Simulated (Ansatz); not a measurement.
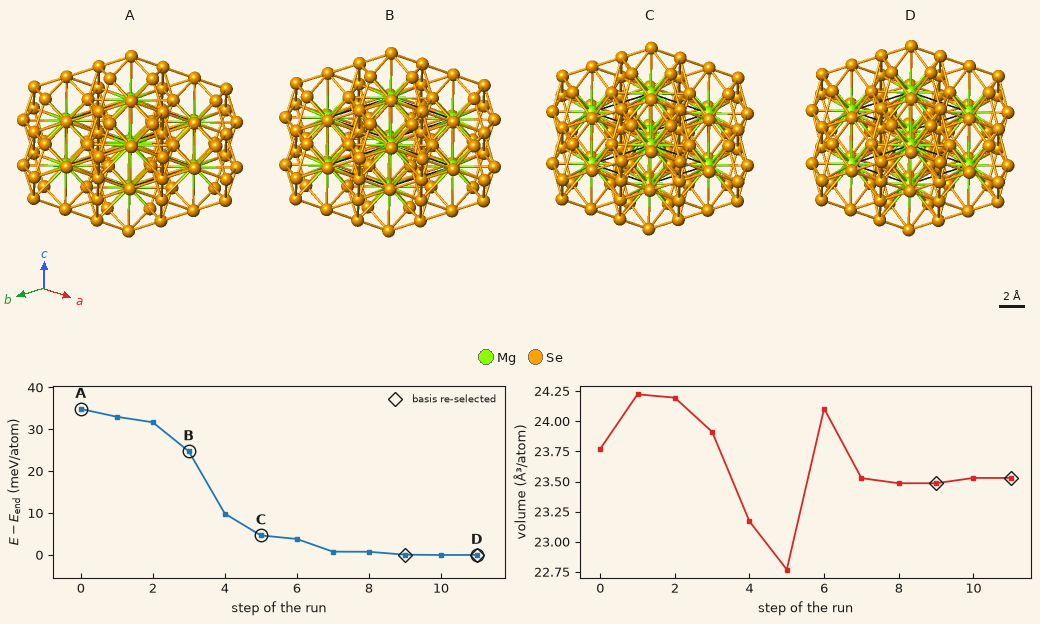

Frames of a relaxation of crystalline MgSe₅ (a generated structure, set up in P6/mmm), marked on the history of the run. Style: ball-and-stick. Shown: the cell of the calculation, from a free direction.

Level of theory: DFT PBE, scalar-relativistic, plane waves, PAW (Ansatz 0.2.0).

Input
```yaml
crystal:
  lattice:
    - [6.0456053161, 0.0, 0.0]
    - [-3.022802658, 5.235647785, 0.0]
    - [0.0, 0.0, 4.5057934933]
  atoms:
    - { symbol: Mg, position: [0.0, 0.0, 0.0] }
    - { symbol: Se, position: [0.5, 0.0, 0.5] }
    - { symbol: Se, position: [0.5, 0.5, 0.5] }
    - { symbol: Se, position: [0.0, 0.5, 0.5] }
    - { symbol: Se, position: [0.3333333333, 0.6666666667, 0.0] }
    - { symbol: Se, position: [0.6666666667, 0.3333333333, 0.0] }
basis:
  ecutwfc: 420
kpoints:
  mp_grid: { grid: [6, 6, 8] }
hamiltonian:
  xc: pbe
scf:
  occupations: { method: gaussian, width: 0.1 }
output:
  forces: true
  stress: true
  eigenvalues: true
relax:
  adjacent_minimum: "off"
  f_tol: 0.01
  max_steps: 80
  cell: { stress_tol: 0.05 }
```

Launched with:
```bash
ansatz run input.yaml --threads 1 --pin off --max-ram 2560MiB --backend cpu --events-out ev --progress --plain --runs-dir out
```

What happens along the run?

No atom moves by more than 0.005 Å relative to the cell. The drawn cell changes as follows: a = b 6.046 → 5.551 Å (−8.2 %), c 4.506 → 5.291 Å (+17.4 %); the volume changes by −1.0 %. Some distances before and after: Mg1–Se5 3.490 → 3.205 Å, Se2–Se3 3.023 → 2.775 Å, Se2–Se5 2.850 → 3.093 Å, Mg1–Se2 3.770 → 3.834 Å. The space group stays P6/mmm (No. 191). Over 9 accepted moves (11 points after the start) the energy falls by 34.9 meV per atom. All forces vanish by symmetry, so only the cell relaxes. Pressure: 0.87 GPa at the start and 0.01 GPa at the end. At 2 points the geometry stayed and the basis and grid were re-selected for the new cell (energy shift of 0.7 meV per atom at most each time). Cost: 3.8 min on 1 thread of Intel(R) Xeon(R) Processor @ 2.70GHz, on a shared host, peak memory 0.55 GiB. From step 0 to 3: volume +0.6 %, energy −10.1 meV per atom. From step 3 to 5: volume −4.8 %, energy −20.1 meV per atom. From step 5 to 11: volume +3.3 %, energy −4.7 meV per atom.

```tsv
step	E − E(0), meV/atom	pressure, GPa	volume, Å³/atom	note
0	0.00	0.87	23.770	
1	-1.88	-0.33	24.223	
2	-3.19	-0.45	24.196	
3	-10.13	-0.42	23.912	
4	-25.00	0.53	23.170	
5	-30.21	1.77	22.770	
6	-31.06	-1.26	24.105	
7	-34.09	-0.11	23.528	
8	-34.11	0.00	23.486	
9	-34.81	0.07	23.486	same geometry, new basis
10	-34.88	0.01	23.530	
11	-34.88	0.01	23.530	same geometry, new basis
```
